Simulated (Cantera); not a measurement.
A closed system holds: 1 mol C2H6, 0.0076 mol O2, 42 mol H2, held at 3.00 bar.

Equilibrium computed with Cantera from the NASA thermochemical tables; the gas is ideal and each condensed phase is pure. Candidate condensed phases: C, C6H6, C7H8, C8H18, H2O; 110 gas species. Equilibrium is a limit: real reactors are often held back by kinetics, nucleation or transport.

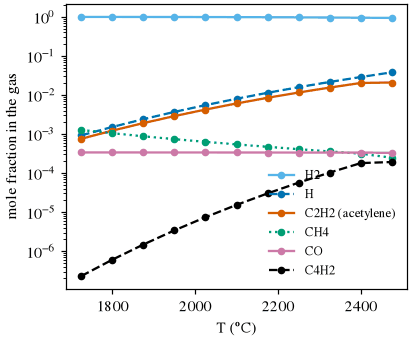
Equilibrium gas composition (values under 1e-9 drawn at 1e-9)

Read off the mole fractions at 2400 °C.

H2 about 0.95, H about 0.029, C2H2 (acetylene) about 0.020, CO about 0.00033, CH4 about 0.00031, C4H2 about 0.00018.
